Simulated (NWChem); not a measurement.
# C2H7GaSe (SMILES [CH3][Ga]([CH3])[SeH]) at PBE0/def2-SVP

We compute energy and gradient of C2H7GaSe. 

The calculation is run with NWChem 7.3.0.

1 further run of the same task is left out (set aside as unsound or not needed).

**1. Starting point**

The species is C2H7GaSe (11 atoms), meant as a singlet with charge 0. SMILES: `[CH3][Ga]([CH3])[SeH]`. The coordinates come from a PBE0-D4/def2-TZVP relaxation.

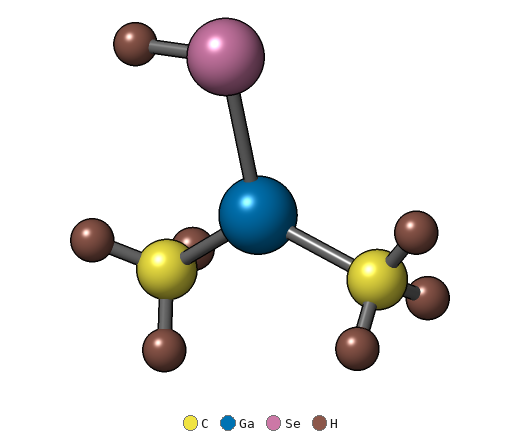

Viewed from a chosen angle; carbon yellow, gallium blue, selenium pink, hydrogen brown.

**2. Energy and forces at PBE0/def2-SVP**

struct.nw reads:

```
start struct
memory total 2200 mb
charge 0

geometry units angstrom noautosym nocenter noautoz
  C       -0.722400       1.355600      -0.782800
  Ga       0.036900      -0.318600      -0.088800
  C        1.017400      -0.547800       1.598200
  Se      -0.255600      -2.271600      -1.349700
  H       -1.742000       1.473100      -0.405100
  H       -0.767000       1.351000      -1.872500
  H       -0.142300       2.219400      -0.452600
  H        0.401900      -0.215200       2.438100
  H        1.305000      -1.585700       1.765700
  H        1.920400       0.068100       1.592300
  H       -0.987000      -1.585500      -2.422200
end

basis spherical bse
  * library def2-SVP
end

dft
  xc pbe0
  grid fine
  convergence energy 1e-08
  maxiter 100
  mulliken
end

task dft gradient
```

Run with:

```bash
$ nwchem struct.nw > struct.out
```

The program printed:

```text
[...]
          Wavefunction type:  closed shell.
          No. of atoms     :    11
          No. of electrons :    84
[...]
          Charge           :     0
          Spin multiplicity:     1
[...]
          AO basis - number of functions:   127
[...]
              XC Information
              --------------
                         PBE0 Method XC Functional
                     Hartree-Fock (Exact) Exchange  0.250
          PerdewBurkeErnzerhof Exchange Functional  0.750
            Perdew 1991 LDA Correlation Functional  1.000 local
           PerdewBurkeErnz. Correlation Functional  1.000 non-local
[...]
 d= 0,ls=0.0,diis     1  -4405.5993739871 -4.92D+03  6.47D-03  3.73D-01     4.7
[...]
 d= 0,ls=0.0,diis     8  -4405.6462006543  7.37D-09  3.09D-06  1.57D-07    28.5
         Total DFT energy =    -4405.646200654288
      One electron energy =    -7158.411896438817
           Coulomb energy =     2414.960708054020
    Exchange-Corr. energy =     -175.092202505879
 Nuclear repulsion energy =      512.897190236388
[...]
      Total Density - Mulliken Population Analysis
     ---------------------------------------------
    Atom       Charge   Shell Charges
 -----------   ------   -------------------------------------------------------
    1 C    6     6.32   1.99  0.88  0.27  2.09  1.08  0.02
    2 Ga  31    30.58   2.00  2.00  1.99  1.07  0.08  6.00  5.98  0.93  0.36  8.04  1.83  0.29
    3 C    6     6.32   1.99  0.88  0.27  2.09  1.08  0.02
    4 Se  34    34.25   2.00  2.00  1.99  1.40  0.47  6.00  5.97  1.98  2.40  8.17  1.77  0.11
    5 H    1     0.93   0.72  0.18  0.03
    6 H    1     0.93   0.73  0.18  0.03
    7 H    1     0.93   0.73  0.18  0.03
    8 H    1     0.93   0.73  0.18  0.03
    9 H    1     0.93   0.73  0.17  0.03
   10 H    1     0.93   0.73  0.18  0.03
[...]
  wavefunction    = closed shell
                         DFT ENERGY GRADIENTS
    atom               coordinates                        gradient
                 x          y          z           x          y          z
   1 C      -1.365138   2.561713  -1.479278   -0.002413   0.004800  -0.001988
   2 Ga      0.069731  -0.602067  -0.167808   -0.000060   0.000674   0.000036
   3 C       1.922607  -1.035192   3.020160    0.003002  -0.000693   0.004972
   4 Se     -0.483014  -4.292702  -2.550563   -0.000513   0.000414  -0.000809
   5 H      -3.291903   2.783755  -0.765528    0.005444  -0.000635  -0.002019
   6 H      -1.449420   2.553020  -3.538512    0.000327  -0.000175   0.006049
   7 H      -0.268908   4.194058  -0.855290   -0.003105  -0.004750  -0.001755
   8 H       0.759481  -0.406669   4.607341    0.003254  -0.001743  -0.004455
   9 H       2.466092  -2.996539   3.336689   -0.001673   0.005764  -0.001072
  10 H       3.629030   0.128690   3.009011   -0.004850  -0.003288   0.000067
  11 H      -1.865160  -2.996161  -4.577294    0.000587  -0.000369   0.000974
[...]
```

It took 43 s on 1 thread of AMD EPYC 7R13 (Zen 3), shared host; peak memory 0.13 GiB.

**3. What came out**

Level: PBE0/def2-SVP.

```
                quantity           value
            total energy  -4405.64620 Eh
           dipole moment          1.92 D
             HOMO energy        -6.83 eV
             LUMO energy        -0.62 eV
           HOMO–LUMO gap         6.22 eV
largest force on an atom      0.314 eV/Å
```

**Reading.** Mulliken charges run from -0.32 on C1 to +0.42 on Ga2. The largest force is 0.31 eV/Å: the shape isn't a stationary point for this species at this level.
